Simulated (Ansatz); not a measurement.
# The perfect C wire along [100], 25 atoms a period, H-terminated

Aim: is the C wire along [100], 25 atoms a period, H-terminated a metal or a semiconductor?

Calculated with Ansatz 0.2.0; DFT PBE, plane waves, PAW; relaxation of a wire's period; PAW set soft_1, in the first sound run; inputs show where later runs differ.

## Step 1: Set-up

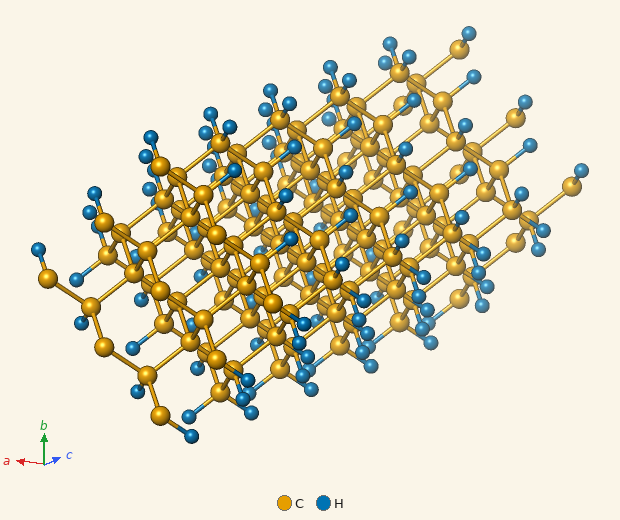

The starting structure, seen at a slant to the c axis (carbon orange, hydrogen blue). 1×1×5 cells are drawn. Some periodic images of atoms are drawn too.

The cell holds 45 atoms: 25 C and 20 H. Cell: a = 15.233 Å, b = 15.233 Å, c = 3.570 Å, α = 90.0°, β = 90.0°, γ = 90.0°. Vacuum lies along a and b. The structure's axis is c.

## Step 2: Relaxation of atoms and period

Band widths follow the bond lengths, so the wire is relaxed first. The atoms and the third cell vector are free; the box across stays fixed as vacuum. A Fermi-Dirac smearing is set since the result may be a metal. The pressure printed is a third of the stress's trace over the whole box, vacuum included; only the stress along the axis is relaxed.

input.yaml reads:

```yaml
crystal:
  lattice:
    - [15.233, 0.0, 0.0]
    - [0.0, 15.233, 0.0]
    - [0.0, 0.0, 3.57]
  atoms:
    - { symbol: C, position: [0.265649071, 0.500008685, 0.0] }
    - { symbol: C, position: [0.382828878, 0.382828878, 0.0] }
    - { symbol: C, position: [0.382828878, 0.617188492, 0.0] }
    - { symbol: C, position: [0.500008685, 0.265649071, 0.0] }
    - { symbol: C, position: [0.500008685, 0.500008685, 0.0] }
    - { symbol: C, position: [0.500008685, 0.734368299, 0.0] }
    - { symbol: C, position: [0.617188492, 0.382828878, 0.0] }
    - { symbol: C, position: [0.617188492, 0.617188492, 0.0] }
    - { symbol: C, position: [0.734368299, 0.500008685, 0.0] }
    - { symbol: H, position: [0.223199632, 0.457559246, 0.181129496] }
    - { symbol: H, position: [0.340379439, 0.340379439, 0.181129496] }
    - { symbol: H, position: [0.457559246, 0.223199632, 0.181129496] }
    - { symbol: H, position: [0.542458124, 0.776817738, 0.181129496] }
    - { symbol: H, position: [0.659637931, 0.659637931, 0.181129496] }
    - { symbol: H, position: [0.776817738, 0.542458124, 0.181129496] }
    - { symbol: C, position: [0.324238975, 0.558598589, 0.25] }
    - { symbol: C, position: [0.441418782, 0.441418782, 0.25] }
    - { symbol: C, position: [0.441418782, 0.675778396, 0.25] }
    - { symbol: C, position: [0.558598589, 0.324238975, 0.25] }
    - { symbol: C, position: [0.558598589, 0.558598589, 0.25] }
    - { symbol: C, position: [0.675778396, 0.441418782, 0.25] }
    - { symbol: H, position: [0.281789536, 0.601048028, 0.431129496] }
    - { symbol: H, position: [0.398969343, 0.718227835, 0.431129496] }
    - { symbol: H, position: [0.601048028, 0.281789536, 0.431129496] }
    - { symbol: H, position: [0.718227835, 0.398969343, 0.431129496] }
    - { symbol: C, position: [0.382828878, 0.500008685, 0.5] }
    - { symbol: C, position: [0.500008685, 0.382828878, 0.5] }
    - { symbol: C, position: [0.500008685, 0.617188492, 0.5] }
    - { symbol: C, position: [0.617188492, 0.500008685, 0.5] }
    - { symbol: H, position: [0.281789536, 0.398969343, 0.568870504] }
    - { symbol: H, position: [0.398969343, 0.281789536, 0.568870504] }
    - { symbol: H, position: [0.601048028, 0.718227835, 0.568870504] }
    - { symbol: H, position: [0.718227835, 0.601048028, 0.568870504] }
    - { symbol: C, position: [0.324238975, 0.441418782, 0.75] }
    - { symbol: C, position: [0.441418782, 0.324238975, 0.75] }
    - { symbol: C, position: [0.441418782, 0.558598589, 0.75] }
    - { symbol: C, position: [0.558598589, 0.441418782, 0.75] }
    - { symbol: C, position: [0.558598589, 0.675778396, 0.75] }
    - { symbol: C, position: [0.675778396, 0.558598589, 0.75] }
    - { symbol: H, position: [0.223199632, 0.542458124, 0.818870504] }
    - { symbol: H, position: [0.340379439, 0.659637931, 0.818870504] }
    - { symbol: H, position: [0.457559246, 0.776817738, 0.818870504] }
    - { symbol: H, position: [0.542458124, 0.223199632, 0.818870504] }
    - { symbol: H, position: [0.659637931, 0.340379439, 0.818870504] }
    - { symbol: H, position: [0.776817738, 0.457559246, 0.818870504] }
kpoints:
  mp_grid: { grid: [1, 1, 23] }
scf:
  occupations: { method: fermi_dirac, width: 0.05 }
hamiltonian:
  xc: pbe
  pseudopotentials: { kind: paw, azcp: { folder: soft_1 } }
relax:
  cell: { fix: [a, b, alpha, beta, gamma] }
  max_steps: 45
  f_tol: 0.03
```

On the command line:

```console
$ ansatz run input.yaml --threads 4 --pin off --max-ram 16384MiB --backend cpu --events-out ev --progress --plain --runs-dir out
```

Numbers of over 12 decimals in the logs are rounded to 6 here.

The log of the run:

```text
Engine: ansatz 0.2.0, aarch64-unknown-linux-gnu
Pseudopotentials: kind: paw
Pseudopotential: C, paw, valence charge 4, recommended cutoff 420 eV (normal), soft_1/C.paw.azcp
Pseudopotential: H, paw, valence charge 1, recommended cutoff 420 eV (normal), soft_1/H.paw.azcp
Functional definition: PBE
  parameter kappa = 0.804
  parameter beta = 0.066725
  exchange = pbe_x(kappa = kappa, mu = beta*pi^2/3)
  correlation = pbe_c(beta = beta)
Crystal: 45 atoms, lattice volume = 828.398 Å³
Basis set: ecut = 420 eV, 16043 PW (Γ), exchange–correlation on 216×216×48 points (8 copies of the dense FFT grid, shifted against one another)
Bands: 105, of which v1, the nominal top of the filled ones, is band 60 counted from 1 (59 counted from 0)
Symmetry: 8 space group operations
Space group: P-42m (ITA 111), of the structure as read, at distance tolerance 9.4e-5 Å
k-points: 12 of 23
Non-local potential: C, projectors of the file, l = 0: 2, l = 1: 2, l = 2: 1
Non-local potential: H, projectors of the file, l = 0: 2, l = 1: 1
PAW form: soft (Blöchl's): semilocal exchange-correlation on the pseudo side does not see the compensation charge
PAW one-centre angular grid: C, 110 points (default); XC on 64 Gauss nodes
PAW one-centre angular grid: H, 110 points (default); XC on 64 Gauss nodes
Initial density: superposition of atomic densities (neutral atoms: chi_scale 0, normalization atom)
Initial wavefunctions: pseudopotential atomic-orbital guess
Functional: x = pbe(κ = 0.804, μ = 0.219515), c = pbe(β = 0.066725)
SCF iter   1: F=—  HF=-6610.549198 eV  |F-HF|=—  |Δ(HF+E_count)|=         —  Δρ=7.67e-2  dr2=5.33e1  ethr=3.10e-3  ⟨swp⟩=7.6  Hψ=6837  notcnv=0  defer=218
preconditioner: auto → Resta (q_TF=auto, 1.977 Å⁻¹)  ε∞=1.7  [insulator: Δε(μ)=6.636 eV  Ē_g=17.023 eV  σ=0.050 eV  W_gap=1.00  n_scr=94 (ndim 8)  ℏωp=14.1 eV  f_vac=0.606  D(μ)=0.00/eV (n_scr^D=0)  ε∞_Penn≈1.7  vacuum switching on, ρ_ref=2.1e-2 e/Å³]
SCF iter   2: F=—  HF=-6594.115518 eV  |F-HF|=—  |Δ(HF+E_count)|=    1.64e1  Δρ=3.50e-2  dr2=6.63e0  ethr=3.10e-3  ⟨swp⟩=4.4  Hψ=2859  notcnv=0  defer=476
SCF iter   3: F=—  HF=-6592.349677 eV  |F-HF|=—  |Δ(HF+E_count)|=    1.77e0  Δρ=9.25e-3  dr2=7.75e-1  ethr=3.10e-3  ⟨swp⟩=3.0  Hψ=1361  notcnv=0  defer=476
SCF iter   4: F=—  HF=-6592.224019 eV  |F-HF|=—  |Δ(HF+E_count)|=   1.26e-1  Δρ=2.45e-3  dr2=1.04e-1  ethr=6.46e-4  ⟨swp⟩=3.4  Hψ=2256  notcnv=0  defer=476
SCF iter   5: F=—  HF=-6592.208003 eV  |F-HF|=—  |Δ(HF+E_count)|=   1.60e-2  Δρ=8.67e-4  dr2=3.46e-3  ethr=8.69e-5  ⟨swp⟩=2.0  Hψ=1322  notcnv=0  defer=476
SCF iter   6: F=—  HF=-6592.210585 eV  |F-HF|=—  |Δ(HF+E_count)|=   2.58e-3  Δρ=2.21e-4  dr2=1.71e-4  ethr=2.88e-6  ⟨swp⟩=2.0  Hψ=1495  notcnv=0  defer=476
SCF iter   7: F=—  HF=-6592.210879 eV  |F-HF|=—  |Δ(HF+E_count)|=   2.94e-4  Δρ=5.49e-5  dr2=2.39e-5  ethr=1.43e-7  ⟨swp⟩=2.0  Hψ=1504  notcnv=0  defer=476
SCF iter   8: F=—  HF=-6592.211464 eV  |F-HF|=—  |Δ(HF+E_count)|=   5.84e-4  Δρ=1.18e-5  dr2=6.08e-7  ethr=1.99e-8  ⟨swp⟩=2.0  Hψ=1917  notcnv=0  defer=476
SCF iter   9: F=-6592.211464 eV  HF=-6592.211464 eV  |F-HF|=7.62e-10  |Δ(HF+E_count)|=   6.54e-7  Δρ=2.25e-6  dr2=3.55e-8  ethr=8.33e-11  ⟨swp⟩=5.0  Hψ=3945  notcnv=0
SCF 1 converged in 9 iterations: F = -6592.211464 eV  dr2 = 3.55e-8
  greatest PAW one-centre occupation: 0.649 electrons in one spin orbital (limit 2), on the C atom at site 3 (counted from 0), in its partial waves of l = 0
relax step   1: F+E_penalty+E_count = -6592.21146418 eV  Δ(F+E_penalty+E_count) = +0.000e0 eV  max|allowed force component| = 7.015e-1 eV/Å  Δτ_max = 0.0000 Å  P = -0.187 GPa  Ω = 828.398 Å³  fix = [a, b, alpha, beta, gamma]  reactions: a -0.846, b -0.846 GPa  (9 SCF iters, dr2 threshold 1.00e-7 eV, accepted)
Crystal: 45 atoms, lattice volume = 859.259 Å³
Basis set: ecut = 420 eV, 16837 PW (Γ), exchange–correlation on 216×216×48 points (8 copies of the dense FFT grid, shifted against one another)
Initial density: handed on by an earlier stage of this run
Initial wavefunctions: those handed on with the density
iter 1 solved again at ethr=4.43e-4 eV; its pass at ethr=3.10e-3 eV (dr2=5.32e-1 eV) is discarded
SCF iter   1: F=—  HF=-6592.799898 eV  |F-HF|=—  |Δ(HF+E_count)|=         —  Δρ=1.17e-2  dr2=5.53e-1  ethr=4.43e-4  ⟨swp⟩=6.4  Hψ=6853  notcnv=0  defer=4
preconditioner: auto → Resta (q_TF=auto, 1.965 Å⁻¹)  ε∞=1.9  [insulator: Δε(μ)=3.145 eV  Ē_g=14.712 eV  σ=0.050 eV  W_gap=1.00  n_scr=110 (ndim 8)  ℏωp=13.9 eV  f_vac=0.660  D(μ)=0.00/eV (n_scr^D=0)  ε∞_Penn≈1.9  vacuum switching on, ρ_ref=1.6e-2 e/Å³]
SCF iter   2: F=—  HF=-6592.743153 eV  |F-HF|=—  |Δ(HF+E_count)|=   5.67e-2  Δρ=5.35e-3  dr2=8.96e-2  ethr=4.43e-4  ⟨swp⟩=2.7  Hψ=2128  notcnv=0  defer=152
SCF iter   3: F=—  HF=-6592.756630 eV  |F-HF|=—  |Δ(HF+E_count)|=   1.35e-2  Δρ=1.47e-3  dr2=8.53e-3  ethr=7.46e-5  ⟨swp⟩=2.8  Hψ=2004  notcnv=0  defer=234
SCF iter   4: F=—  HF=-6592.758471 eV  |F-HF|=—  |Δ(HF+E_count)|=   1.84e-3  Δρ=1.72e-4  dr2=2.19e-4  ethr=7.11e-6  ⟨swp⟩=2.2  Hψ=1695  notcnv=0  defer=234
SCF iter   5: F=—  HF=-6592.758968 eV  |F-HF|=—  |Δ(HF+E_count)|=   4.96e-4  Δρ=6.47e-5  dr2=3.86e-5  ethr=1.82e-7  ⟨swp⟩=2.0  Hψ=1739  notcnv=0  defer=234
SCF iter   6: F=-6592.758968 eV  HF=-6592.758967 eV  |F-HF|=6.58e-7  |Δ(HF+E_count)|=   4.67e-7  Δρ=1.42e-5  dr2=1.28e-6  ethr=3.75e-9  ⟨swp⟩=3.0  Hψ=4298  notcnv=0
SCF 2 converged in 6 iterations: F = -6592.758968 eV  dr2 = 1.28e-6
  greatest PAW one-centre occupation: 0.652 electrons in one spin orbital (limit 2), on the C atom at site 8 (counted from 0), in its partial waves of l = 0
relax step   2: F+E_penalty+E_count = -6592.75896782 eV  Δ(F+E_penalty+E_count) = -5.475e-1 eV  max|allowed force component| = 4.256e-1 eV/Å  Δτ_max = 0.1162 Å  P = -0.297 GPa  Ω = 859.259 Å³  energy of the carried Pulay correction = -2.601e-2 eV  fix = [a, b, alpha, beta, gamma]  reactions: a +0.077, b +0.077 GPa  (6 SCF iters, dr2 threshold 4.50e-6 eV, accepted)
Crystal: 45 atoms, lattice volume = 851.733 Å³
Basis set: ecut = 420 eV, 16613 PW (Γ), exchange–correlation on 216×216×48 points (8 copies of the dense FFT grid, shifted against one another)
iter 1 solved again at ethr=2.88e-5 eV; its pass at ethr=3.10e-3 eV (dr2=3.45e-2 eV) is discarded
SCF iter   1: F=—  HF=-6592.878881 eV  |F-HF|=—  |Δ(HF+E_count)|=         —  Δρ=2.96e-3  dr2=3.55e-2  ethr=2.88e-5  ⟨swp⟩=5.3  Hψ=6359  notcnv=0
[...]
relax step   8: F+E_penalty+E_count = -6592.90665239 eV  Δ(F+E_penalty+E_count) = -4.545e-4 eV  max|allowed force component| = 3.000e-3 eV/Å  Δτ_max = 0.0000 Å  P = -0.001 GPa  Ω = 851.739 Å³  fix = [a, b, alpha, beta, gamma]  reactions: a -0.003, b -0.003 GPa  stress off target by 2.75e-3 GPa on what of the cell is left free  SCF on the basis re-selected at this cell (its energy is not comparable with the rows above)  (5 SCF iters)
basis re-selected at this cell: Δ(F+E_penalty+E_count) = -4.545e-4 eV, ΔP = +0.000 GPa vs the last step (what re-selecting the basis moved, of the pressure what is left beyond the Pulay correction that the steps carried, after the strain that the cell walked since its last selection, with what the two solves' SCF thresholds leave and, on support functions, any second-order correction that the steps lacked; it is no m [...]
SCF converged after 5 iterations
Free energy (F): -6592.906652 eV
Harris-Foulkes:  -6592.906652 eV  (|F-HF|=8.46e-8)
Internal energy: -6592.906652 eV  (E = F + TS)
E sigma→0 (E₀):  -6592.906652 eV
Fermi energy:    0.369188 eV
--- Per-component energies (eV) ---
  E_band       = -1027.084108
  E_kinetic    = 2511.902431
  E_local      = -46202.069146  (includes V_loc(G=0)·N_el)
  E_nonlocal   = 586.289922
  E_hartree    = 21992.251311
  E_xc         = -1368.251442
  E_vxc        = -1698.220581  (∫ρ·V_xc dr)
  E_paw        = -2512.682406  (= ΣΔE_a)
  E_vpaw       = -209.466959  (= ΣTr[D̂ρ^β])
  E_aug_tail   = -0.021761  (compensation charges beyond the density's cutoff)
  E_ewald      = 18399.674438
  E_smearing   = -0.000000  (= −TS)
  E_closure    = -0.000000  (closes the sum)
  Σ components = -6592.906652   (vs F -6592.906652, Δ=0.00e0)
--- Forces (eV/Å), atoms counted from 1 ---
  atom   1  C     -0.00038315    -0.00000000     0.00000000
  atom   2  C     -0.00109991    -0.00109991     0.00051264
  atom   3  C     -0.00109991     0.00109991    -0.00051264
  atom   4  C      0.00000000    -0.00038315     0.00000000
  atom   5  C      0.00000000     0.00000000     0.00000000
  atom   6  C      0.00000000     0.00038315     0.00000000
  atom   7  C      0.00109991    -0.00109991    -0.00051264
  atom   8  C      0.00109991     0.00109991     0.00051264
  atom   9  C      0.00038315     0.00000000     0.00000000
  atom  10  H      0.00033223     0.00082001     0.00025565
  atom  11  H     -0.00022024    -0.00022024    -0.00048677
  atom  12  H      0.00082001     0.00033223     0.00025565
  atom  13  H     -0.00082001    -0.00033223     0.00025565
  atom  14  H      0.00022024     0.00022024    -0.00048677
  atom  15  H     -0.00033223    -0.00082001     0.00025565
  atom  16  C     -0.00007066    -0.00060290     0.00004775
  atom  17  C      0.00145812     0.00145812    -0.00299964
  atom  18  C      0.00060290     0.00007066     0.00004775
  atom  19  C     -0.00060290    -0.00007066     0.00004775
  atom  20  C     -0.00145812    -0.00145812    -0.00299964
  atom  21  C      0.00007066     0.00060290     0.00004775
  atom  22  H      0.00016820    -0.00014247    -0.00050736
  atom  23  H      0.00014247    -0.00016820    -0.00050736
  atom  24  H     -0.00014247     0.00016820    -0.00050736
  atom  25  H     -0.00016820     0.00014247    -0.00050736
  atom  26  C      0.00047303    -0.00000000     0.00000000
  atom  27  C     -0.00000000     0.00047303     0.00000000
  atom  28  C     -0.00000000    -0.00047303     0.00000000
  atom  29  C     -0.00047303     0.00000000     0.00000000
  atom  30  H      0.00016820     0.00014247     0.00050736
  atom  31  H      0.00014247     0.00016820     0.00050736
  atom  32  H     -0.00014247    -0.00016820     0.00050736
  atom  33  H     -0.00016820    -0.00014247     0.00050736
  atom  34  C     -0.00007066     0.00060290    -0.00004775
  atom  35  C      0.00060290    -0.00007066    -0.00004775
  atom  36  C      0.00145812    -0.00145812     0.00299964
  atom  37  C     -0.00145812     0.00145812     0.00299964
  atom  38  C     -0.00060290     0.00007066    -0.00004775
  atom  39  C      0.00007066    -0.00060290    -0.00004775
  atom  40  H      0.00033223    -0.00082001    -0.00025565
  atom  41  H     -0.00022024     0.00022024     0.00048677
  atom  42  H      0.00082001    -0.00033223    -0.00025565
  atom  43  H     -0.00082001     0.00033223    -0.00025565
  atom  44  H      0.00022024    -0.00022024     0.00048677
  atom  45  H     -0.00033223     0.00082001    -0.00025565
  max |Σ_I F_I| component: 3.79e-19 eV/Å
--- Stress (GPa, compression-positive) ---
       -0.002529       0.000000       0.000000
        0.000000      -0.002529      -0.000000
        0.000000      -0.000000       0.002750
  P = ⅓ Tr σ = -0.0008 GPa (-0.008 kbar)
--- Relaxed structure (6 steps of the walk, 6 accepted, 2 SCFs on fresh bases) ---
  F+E_penalty+E_count = -6592.90665239 eV   max|allowed force component| = 3.000e-3 eV/Å   (the final SCF, on the basis selected at the relaxed cell)
  cell:  # Å, volume = 851.7394 Å³
    - [15.233, 0.0, 0.0]
    - [0.0, 15.233, 0]
    - [0.0, 0, 3.670590]
  atoms:
    - { symbol: C, position: [0.266804, 0.500009, -9.701466685016573e-19] }
    - { symbol: C, position: [0.384170, 0.384170, -0.00719459] }
    - { symbol: C, position: [0.384170, 0.615848, 0.00719459] }
    - { symbol: C, position: [0.500009, 0.266804, -9.701466685016573e-19] }
    - { symbol: C, position: [0.500009, 0.500009, -9.701466685016577e-19] }
    - { symbol: C, position: [0.500009, 0.733213, -9.70146668501658e-19] }
    - { symbol: C, position: [0.615848, 0.384170, 0.00719459] }
    - { symbol: C, position: [0.615848, 0.615848, -0.00719459] }
    - { symbol: C, position: [0.733213, 0.500009, -9.70146668501658e-19] }
    - { symbol: H, position: [0.223134, 0.458259, 0.164230] }
    - { symbol: H, position: [0.340996, 0.340996, 0.153207] }
    - { symbol: H, position: [0.458259, 0.223134, 0.164230] }
    - { symbol: H, position: [0.541758, 0.776883, 0.164230] }
    - { symbol: H, position: [0.659022, 0.659022, 0.153207] }
    - { symbol: H, position: [0.776883, 0.541758, 0.164230] }
    - { symbol: C, position: [0.324884, 0.557348, 0.243580] }
    - { symbol: C, position: [0.441034, 0.441034, 0.251821] }
    - { symbol: C, position: [0.442669, 0.675133, 0.243580] }
    - { symbol: C, position: [0.557348, 0.324884, 0.243580] }
    - { symbol: C, position: [0.558984, 0.558984, 0.251821] }
    - { symbol: C, position: [0.675133, 0.442669, 0.243580] }
    - { symbol: H, position: [0.282453, 0.600909, 0.404862] }
    - { symbol: H, position: [0.399108, 0.717564, 0.404862] }
    - { symbol: H, position: [0.600909, 0.282453, 0.404862] }
    - { symbol: H, position: [0.717564, 0.399108, 0.404862] }
    - { symbol: C, position: [0.381899, 0.500009, 0.5] }
    - { symbol: C, position: [0.500009, 0.381899, 0.5] }
    - { symbol: C, position: [0.500009, 0.618119, 0.5] }
    - { symbol: C, position: [0.618119, 0.500009, 0.5] }
    - { symbol: H, position: [0.282453, 0.399108, 0.595138] }
    - { symbol: H, position: [0.399108, 0.282453, 0.595138] }
    - { symbol: H, position: [0.600909, 0.717564, 0.595138] }
    - { symbol: H, position: [0.717564, 0.600909, 0.595138] }
    - { symbol: C, position: [0.324884, 0.442669, 0.756420] }
    - { symbol: C, position: [0.442669, 0.324884, 0.756420] }
    - { symbol: C, position: [0.441034, 0.558984, 0.748179] }
    - { symbol: C, position: [0.558984, 0.441034, 0.748179] }
    - { symbol: C, position: [0.557348, 0.675133, 0.756420] }
    - { symbol: C, position: [0.675133, 0.557348, 0.756420] }
    - { symbol: H, position: [0.223134, 0.541758, 0.835770] }
    - { symbol: H, position: [0.340996, 0.659022, 0.846793] }
    - { symbol: H, position: [0.458259, 0.776883, 0.835770] }
    - { symbol: H, position: [0.541758, 0.223134, 0.835770] }
    - { symbol: H, position: [0.659022, 0.340996, 0.846793] }
    - { symbol: H, position: [0.776883, 0.458259, 0.835770] }
```

Elapsed: 4.2 min, on 4 threads of Arm Neoverse V1, shared host; peak memory 2.3 GiB.

(Continued in part 2 of 3.)

[Logs are printed without paths, hosts, clocks, repeated set-up lines and the standing remarks that a program may print on its own settings, such as how far it seeks lower states.]

[Hosts, paths, dates, database ids (printed as entryN), source tags and the programs' standing remarks are cut or masked in the printed files.]
